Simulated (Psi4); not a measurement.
SnNH4F (charge +1): single-point calculation (part 2 of 2)

The same run, continued: SnNH4F, charge +1, multiplicity 2; CCSD/def2-SVP, UHF, core potentials def2 (Psi4 1.11). The geometry is that of the parent species in another charge or spin state. The geometry comes from this level: PBE0-D4/def2-TZVP.

Geometry of the input (Å):
```
N  -0.8246  0.0883  -0.9430
Sn 0.4977  -0.0651  0.5429
F  0.2339  -1.8275  1.2724
H  -1.5842  0.7414  -0.8296
H  -0.4695  0.1255  -1.8857
H  0.1131  0.9711  1.8338
H  2.0949  -0.1018  -0.0366
```

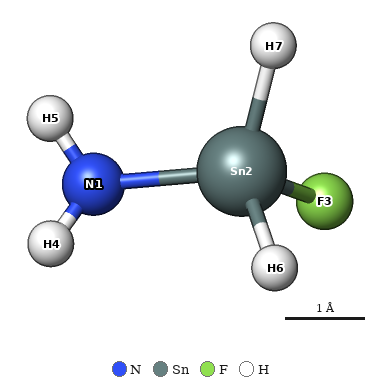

**Figure 1.** The structure (ball-and-stick view, seen at a tilt; atoms are numbered from 1 in the order of the input). Sticks mark near contacts.

Output, continued:
```
	Wfn Parameters:
	--------------------
	Wavefunction         = CCSD
	Number of irreps     = 1
	Number of MOs        = 74
	Number of active MOs = 68
	AO-Basis             = NONE
	Semicanonical        = false
	Reference            = UHF
	Print Level          = 1

	IRREP	# MOs	# FZDC	# DOCC	# SOCC	# VIRT	# FZVR
	-----	-----	------	------	------	------	------
	 A	   74	    6	    14	    1	    53	    0
	Transforming integrals...
	IWL integrals will be deleted.
	(OO|OO)...
	Presorting SO-basis two-electron integrals.
	Sorting File: SO Ints (nn|nn) nbuckets = 1
	Constructing frozen core operators
	Starting AA/AB first half-transformation.
	Sorting AA/AB half-transformed integrals.
	Starting BB first half-transformation.
	Sorting BB half-transformed integrals.
	First half integral transformation complete.
	Starting AA second half-transformation.
	Starting AB second half-transformation.
	Starting BB second half-transformation.
	Two-electron integral transformation complete.
	(OO|OV)...
	Starting AA second half-transformation.
	Starting AB second half-transformation.
	Starting BB second half-transformation.
	Two-electron integral transformation complete.
	(OO|VV)...
	Starting AA second half-transformation.
	Starting AB second half-transformation.
	Starting BB second half-transformation.
	Two-electron integral transformation complete.
	(OV|OO)...
	Starting AA/AB first half-transformation.
	Sorting AA/AB half-transformed integrals.
	Starting BB first half-transformation.
	Sorting BB half-transformed integrals.
	First half integral transformation complete.
	Starting AA second half-transformation.
	Starting AB second half-transformation.
	Starting BB second half-transformation.
	Two-electron integral transformation complete.
	(OV|OV)...
	Starting AA second half-transformation.
	Starting AB second half-transformation.
	Starting BB second half-transformation.
	Two-electron integral transformation complete.
	(OV|VV)...
	Starting AA second half-transformation.
	Starting AB second half-transformation.
	Starting BB second half-transformation.
	Two-electron integral transformation complete.
	(VV|OO)...
	Starting AA/AB first half-transformation.
	Sorting AA/AB half-transformed integrals.
	Starting BB first half-transformation.
	Sorting BB half-transformed integrals.
	First half integral transformation complete.
	Starting AA second half-transformation.
	Starting AB second half-transformation.
	Starting BB second half-transformation.
	Two-electron integral transformation complete.
	(VV|OV)...
	Starting AA second half-transformation.
	Starting AB second half-transformation.
	Starting BB second half-transformation.
	Two-electron integral transformation complete.
	(VV|VV)...
	Starting AA second half-transformation.
	Starting AB second half-transformation.
	Starting BB second half-transformation.
	Two-electron integral transformation complete.
	Frozen core energy     =   -331.32605348309687

	Size of irrep 0 of <AB|CD> integrals:      1.899 (MW) /     15.191 (MB)
	Total:                                     1.899 (MW) /     15.191 (MB)

	Size of irrep 0 of <ab|cd> integrals:      2.048 (MW) /     16.382 (MB)
	Total:                                     2.048 (MW) /     16.382 (MB)

	Size of irrep 0 of <Ab|Cd> integrals:      8.191 (MW) /     65.528 (MB)
	Total:                                     8.191 (MW) /     65.528 (MB)

	Size of irrep 0 of <IA|BC> integrals:      2.233 (MW) /     17.865 (MB)
	Total:                                     2.233 (MW) /     17.865 (MB)

	Size of irrep 0 of <ia|bc> integrals:      2.204 (MW) /     17.636 (MB)
	Total:                                     2.204 (MW) /     17.636 (MB)

	Size of irrep 0 of <Ia|Bc> integrals:      2.318 (MW) /     18.546 (MB)
	Total:                                     2.318 (MW) /     18.546 (MB)

	Size of irrep 0 of <iA|bC> integrals:      2.124 (MW) /     16.989 (MB)
	Total:                                     2.124 (MW) /     16.989 (MB)

	Size of irrep 0 of tIjAb amplitudes:       0.601 (MW) /      4.808 (MB)
	Total:                                     0.601 (MW) /      4.808 (MB)

	Nuclear Rep. energy          =    145.28338276558759
	SCF energy                   =   -369.01860330294983
	One-electron energy          =   -331.87252207284837
	Two-electron (AA) energy     =     35.39550588116428
	Two-electron (BB) energy     =     32.16120744811398
	Two-electron (AB) energy     =     81.33987615812981
	Two-electron energy          =    148.89658948740808
	Reference energy             =   -369.01860330294954

	total time  =          4 seconds =       0.07 minutes
            **************************
            *                        *
            *        CCENERGY        *
            *                        *
            **************************

    Nuclear Rep. energy (wfn)     =  145.283382765587589
    SCF energy          (wfn)     = -369.018603302949828
    Reference energy    (file100) = -369.018603302949543

    Input parameters:
    -----------------
    Wave function   =     CCSD
    Reference wfn   =     UHF
    Brueckner       =     No
    Memory (Mbytes) =     1600.0
    Maxiter         =    200
    R_Convergence   =     1.0e-07
    E_Convergence   =     1.0e-09
    Restart         =     Yes
    DIIS            =     Yes
    AO Basis        =     NONE
    ABCD            =     NEW
    Cache Level     =     2
    Cache Type      =     LRU
    Print Level     =     1
    Num. of threads =     1
    # Amps to Print =     10
    Print MP2 Amps? =     No
    Analyze T2 Amps =     No
    Print Pair Ener =     No
    Local CC        =     No
    SCS-MP2         =     False
    SCSN-MP2        =     False
    SCS-CCSD        =     False

MP2 correlation energy -0.4673170723299551
                Solving CC Amplitude Equations
                ------------------------------
  Iter             Energy              RMS        T1Diag      D1Diag    New D1Diag    D2Diag
  ----     ---------------------    ---------   ----------  ----------  ----------   --------
     0        -0.467317072329955    0.000e+00    0.000000    0.000000    0.000000    0.000000
     1        -0.470346440804928    1.336e-01    0.021466    0.000000    0.000000    0.000000
     2        -0.485498785892087    5.512e-02    0.021761    0.000000    0.000000    0.000000
     3        -0.492915090573765    4.996e-02    0.030329    0.000000    0.000000    0.000000
     4        -0.495264491503576    2.879e-02    0.039052    0.000000    0.000000    0.000000
     5        -0.495338152826566    2.284e-02    0.044222    0.000000    0.000000    0.000000
     6        -0.495980837269172    1.763e-02    0.049229    0.000000    0.000000    0.000000
     7        -0.495995602762219    1.584e-02    0.049400    0.000000    0.000000    0.000000
     8        -0.496228854132010    1.585e-02    0.049825    0.000000    0.000000    0.000000
     9        -0.496500551885482    1.363e-02    0.053162    0.000000    0.000000    0.000000
    10        -0.497182515223273    8.062e-03    0.057882    0.000000    0.000000    0.000000
    11        -0.497041884874073    3.572e-03    0.059456    0.000000    0.000000    0.000000
    12        -0.496981377730550    1.385e-03    0.059744    0.000000    0.000000    0.000000
    13        -0.496936280688910    7.582e-04    0.059883    0.000000    0.000000    0.000000
    14        -0.496918591916007    3.555e-04    0.059941    0.000000    0.000000    0.000000
    15        -0.496912586071050    2.241e-04    0.059946    0.000000    0.000000    0.000000
    16        -0.496906980072654    1.473e-04    0.059903    0.000000    0.000000    0.000000
    17        -0.496906371797312    1.172e-04    0.059895    0.000000    0.000000    0.000000
    18        -0.496905044110216    8.779e-05    0.059888    0.000000    0.000000    0.000000
    19        -0.496906479469456    7.659e-05    0.059888    0.000000    0.000000    0.000000
    20        -0.496907407331899    6.483e-05    0.059903    0.000000    0.000000    0.000000
    21        -0.496908543519936    4.970e-05    0.059909    0.000000    0.000000    0.000000
    22        -0.496908524639749    2.412e-05    0.059906    0.000000    0.000000    0.000000
    23        -0.496908489514972    1.681e-05    0.059903    0.000000    0.000000    0.000000
    24        -0.496908102041903    5.583e-06    0.059902    0.000000    0.000000    0.000000
    25        -0.496907849165912    3.031e-06    0.059901    0.000000    0.000000    0.000000
    26        -0.496907769024999    1.717e-06    0.059901    0.000000    0.000000    0.000000
    27        -0.496907697613578    1.208e-06    0.059901    0.000000    0.000000    0.000000
    28        -0.496907701586702    8.676e-07    0.059901    0.000000    0.000000    0.000000
    29        -0.496907705840594    6.194e-07    0.059901    0.000000    0.000000    0.000000
    30        -0.496907732687073    3.145e-07    0.059902    0.000000    0.000000    0.000000
    31        -0.496907740923272    1.850e-07    0.059902    0.000000    0.000000    0.000000
    32        -0.496907745046691    1.230e-07    0.059902    0.000000    0.000000    0.000000
    33        -0.496907744564876    8.411e-08    0.059902    0.000000    0.000000    0.000000
    34        -0.496907744209603    6.814e-08    0.059902    0.000000    0.000000    0.000000

    Iterations converged.

    Largest TIA Amplitudes:
              7   0         0.0474689768
             14   1         0.0306053403
             10   0         0.0258747136
             13   0         0.0214148765
              8   3        -0.0213956597
             10   2        -0.0189674939
              7   1        -0.0182101787
             12   1         0.0132788447
              7  12         0.0115766868
             11   3         0.0103808998

    Largest Tia Amplitudes:
             11   0         0.2756052147
             10   0        -0.0783552631
             12   3        -0.0493291426
             13   1         0.0467665074
              8   0         0.0440723229
             13   3         0.0374956848
              7   2         0.0228848537
             10   3         0.0226400488
             13   2        -0.0196514096
             12   2         0.0188780858

    Largest TIJAB Amplitudes:
     14   9  20  19        -0.0114724888
     14  13   2   1        -0.0105074520
     12  11  44  43         0.0104711691
     14  13  22  19         0.0099685772
     12  10  47  46         0.0095958226
     11  10  44  43         0.0090647511
     14  13   2   0        -0.0088545605
     14   9  19   7        -0.0084323306
     12  11   3   1         0.0084316284
     14  13  19   6         0.0082173375

    Largest Tijab Amplitudes:
     11  10   1   0        -0.0287548685
     11  10  10   0        -0.0236218452
     12  11   1   0        -0.0201745495
     11  10   2   0         0.0188644559
     11  10   3   0         0.0181777083
     12  11  12   0        -0.0174213808
     11   9  26   0         0.0138500424
     11   9  45  44         0.0133660454
     11   9   2   0        -0.0132024489
     11  10  27   0        -0.0127943421

    Largest TIjAb Amplitudes:
      8  12   0   0         0.0597946887
      8  13   0   0        -0.0392617401
      9  12   0   0        -0.0390531252
     14  13  19  20        -0.0382663990
     12  11   1   0        -0.0382372230
     11  11   3   0        -0.0333412243
      8   7   0   0         0.0326517419
     11  12   0   0         0.0301344214
      7  12   0   3        -0.0282117069
      8  10   0   0        -0.0250169280

    SCF energy       (wfn)                    = -369.018603302949828
    Reference energy (file100)                = -369.018603302949543

    Opposite-spin MP2 correlation energy      =   -0.345010283547703
    Same-spin MP2 correlation energy          =   -0.122306788782252
    Singles MP2 correlation energy            =   -0.000000000000000
    MP2 correlation energy                    =   -0.467317072329955
      * MP2 total energy                      = -369.485920375279477

    Opposite-spin CCSD correlation energy     =   -0.386301339533262
    Same-spin CCSD correlation energy         =   -0.110606404676342
    Singles CCSD correlation energy           =    0.000000000000000
    CCSD correlation energy                   =   -0.496907744209603
      * CCSD total energy                     = -369.515511047159123

    Psi4 run time: 0:01:18.87
```

Key numbers:

```tsv
quantity	value
outcome	converged
total energy	−369.515511 hartree
SCF energy	−369.018603 hartree
MP2 energy	−369.485920 hartree
CCSD energy	−369.515511 hartree
correlation energy	−0.496908 hartree
basis functions	74
T1 diagnostic	0.060
⟨S²⟩	0.857
wall time	80 s
peak memory	0.42 GiB
```

Remarks:

The record of the run, not the program, notes: large T1; spin contaminated. ⟨S²⟩ is 0.86 against 0.75 for a pure state: the solution is spin-contaminated.
